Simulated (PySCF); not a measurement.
**C2H4F2 (1,2-difluoroethane): CAM-B3LYP/ANO-RCC-MB (sfX2C)**

What is the vertical singlet–triplet gap of C2H4F2 (1,2-difluoroethane) at CAM-B3LYP/ANO-RCC-MB (sfX2C)? The job is set up through a Python script.

Program for the calculation: PySCF 2.14.0.

1 further run of the same task is left out (it didn't finish).

### 1 The molecule

C2H4F2: 8 atoms, total charge 0, spin state singlet. SMILES: `FCCF`. The shape is that of a PBE0-D4/def2-TZVP optimisation. This is one conformer, not always the lowest.

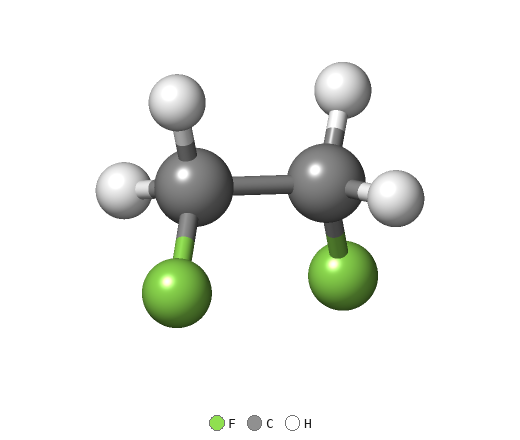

The structure, seen from a chosen angle (fluorine green, carbon grey, hydrogen white).

### 2 A single-point energy at CAM-B3LYP/ANO-RCC-MB (sfX2C)

Contents of mol.xyz:

```xyz
8
C2H4F2
F     -1.312370     0.775570     0.874010
C     -0.115750     0.716060     0.193200
C      0.217900    -0.696080    -0.177380
F     -0.618130    -1.153280    -1.172850
H     -0.201180     1.337840    -0.702830
H      0.670250     1.117960     0.841860
H      1.248900    -0.742470    -0.544780
H      0.110390    -1.355610     0.688780
```

Contents of input.py:

```python
from pyscf import gto, dft

mol = gto.M(
    atom='mol.xyz',
    max_memory=1860,
    spin=0,
    verbose=3,
    basis='ano-rcc-mb',
)

mf = dft.RKS(mol)
mf.xc = 'cam-b3lyp'
mf = mf.sfx2c1e()
mf.grids.level = 4
mf.conv_tol = 1e-10
mf.kernel()
if not mf.converged:
    mf = mf.newton().run(mf.mo_coeff, mf.mo_occ)

energy = mf.e_tot
print(f'total energy: {energy:.8f} hartree')
```

On the command line:

```
$ OMP_NUM_THREADS=1 python input.py
```

Output:

```text
converged SCF energy = -278.276018360561
total energy: -278.27601836 hartree
```

It took 17 s on 1 thread of Intel Xeon 6975P-C (Granite Rapids), shared host; peak memory 0.23 GiB.

### 3 The triplet, same level

Contents of job.py:

```python
from pyscf import gto, dft

molecule = gto.M(
    atom='''
F   -1.312370   0.775570   0.874010
C   -0.115750   0.716060   0.193200
C    0.217900  -0.696080  -0.177380
F   -0.618130  -1.153280  -1.172850
H   -0.201180   1.337840  -0.702830
H    0.670250   1.117960   0.841860
H    1.248900  -0.742470  -0.544780
H    0.110390  -1.355610   0.688780
''',
    verbose=4,
    basis='ano-rcc-mb',
    max_memory=1860,
    spin=2,
)

ks = dft.UKS(molecule, xc='cam-b3lyp')
ks = ks.sfx2c1e()
ks.grids.level = 4
ks.conv_tol = 1e-10
ks.kernel()
if not ks.converged:
    ks = ks.newton().run(ks.mo_coeff, ks.mo_occ)

energy = ks.e_tot
print('E(%s) = %.9f' % ('CAM-B3LYP', energy))
```

On the command line:

```
$ OMP_NUM_THREADS=1 python job.py
```

Output:

```text
PySCF version 2.14.0

[INPUT] num. atoms = 8
[INPUT] num. electrons = 34
[INPUT] charge = 0
[INPUT] spin (= nelec alpha-beta = 2S) = 2
[INPUT] symmetry False subgroup None
[INPUT] Mole.unit = angstrom
[INPUT] Symbol           X                Y                Z      unit          X                Y                Z       unit  Magmom
[INPUT]  1 F     -1.312370000000   0.775570000000   0.874010000000 AA   -2.480019874095   1.465614890429   1.651639530131 Bohr   0.0
[INPUT]  2 C     -0.115750000000   0.716060000000   0.193200000000 AA   -0.218735798918   1.353157288756   0.365095087266 Bohr   0.0
[INPUT]  3 C      0.217900000000  -0.696080000000  -0.177380000000 AA    0.411771322543  -1.315400560787  -0.335199619975 Bohr   0.0
[INPUT]  4 F     -0.618130000000  -1.153280000000  -1.172850000000 AA   -1.168096409377  -2.179383344938  -2.216365285196 Bohr   0.0
[INPUT]  5 H     -0.201180000000   1.337840000000  -0.702830000000 AA   -0.380175101740   2.528151198488  -1.328156212128 Bohr   0.0
[INPUT]  6 H      0.670250000000   1.117960000000   0.841860000000 AA    1.266588934990   2.112638218219   1.590884835226 Bohr   0.0
[INPUT]  7 H      1.248900000000  -0.742470000000  -0.544780000000 AA    2.360078956969  -1.403064955706  -1.029484998141 Bohr   0.0
[INPUT]  8 H      0.110390000000  -1.355610000000   0.688780000000 AA    0.208606866891  -2.561731631722   1.301605560078 Bohr   0.0

nuclear repulsion = 128.134632121454
number of shells = 12
number of NR pGTOs = 196
number of NR cGTOs = 24
basis = ano-rcc-mb
ecp = {}

******** <class 'pyscf.x2c.sfx2c1e.sfX2C1eUKS'> ********
method = sfX2C1eUKS
initial guess = minao
damping factor = 0
level_shift factor = 0
DIIS = <class 'pyscf.scf.diis.CDIIS'>
diis_start_cycle = 1
diis_space = 8
diis_damp = 0
SCF conv_tol = 1e-10
SCF conv_tol_grad = None
SCF max_cycles = 50
direct_scf = True
direct_scf_tol = 1e-13
number electrons alpha = 18  beta = 16
[... 23 lines left out ...]
[... the frontier-level lines of each cycle are left out ...]
[... 5 lines left out ...]
[... 5 lines left out ...]
[... 5 lines left out ...]
[... 5 lines left out ...]
[... 5 lines left out ...]
[... 5 lines left out ...]
[... 5 lines left out ...]
[... 5 lines left out ...]
[... 5 lines left out ...]
[... 5 lines left out ...]
[... 5 lines left out ...]

cycle= 12 E= -277.885411188163  delta_E= -3.9e-08  |g|= 3.15e-05  |ddm|= 0.000676


cycle= 13 E= -277.885411193611  delta_E= -5.45e-09  |g|= 1.97e-05  |ddm|= 0.000418


cycle= 14 E= -277.885411194412  delta_E= -8.01e-10  |g|= 1.21e-05  |ddm|= 8.49e-05


cycle= 15 E= -277.885411195551  delta_E= -1.14e-09  |g|= 1.38e-05  |ddm|= 0.000143


cycle= 16 E= -277.885411193713  delta_E= 1.84e-09  |g|= 1.14e-05  |ddm|= 0.000245


cycle= 17 E= -277.885411191911  delta_E= 1.8e-09  |g|= 1.1e-05  |ddm|= 0.000348


cycle= 18 E= -277.885411191017  delta_E= 8.94e-10  |g|= 4.99e-06  |ddm|= 0.000346


cycle= 19 E= -277.88541119094  delta_E= 7.74e-11  |g|= 1.26e-06  |ddm|= 0.000128


Extra cycle  E= -277.885411190945  delta_E= -5.57e-12  |g|= 1.05e-06  |ddm|= 9.14e-06
converged SCF energy = -277.885411190945  <S^2> = 2.0031723  2S+1 = 3.0021141
E(CAM-B3LYP) = -277.885411191
```

It took 37 s on 1 thread of Intel Xeon 6975P-C (Granite Rapids), shared host; peak memory 0.23 GiB.

### 4 Summary of results

At CAM-B3LYP/ANO-RCC-MB (sfX2C):

| quantity | value |
| --- | --- |
| singlet: total energy | -278.27602 Eh |
| singlet: dipole moment | 2.91 D |
| singlet: HOMO energy | -11.51 eV |
| singlet: LUMO energy | 4.42 eV |
| singlet: HOMO–LUMO gap | 15.93 eV |
| triplet: total energy | -277.88541 Eh |
| triplet: dipole moment | 2.20 D |
| triplet: HOMO energy (highest over α and β) | -1.09 eV |
| triplet: ⟨S²⟩ | 2.003 |
| vertical energy of the triplet above the singlet | 10.629 eV |

What this shows: At this shape the triplet lies 10.63 eV (245 kcal/mol) above the singlet. In a minimal basis such a difference can be off by several eV, whatever the method.
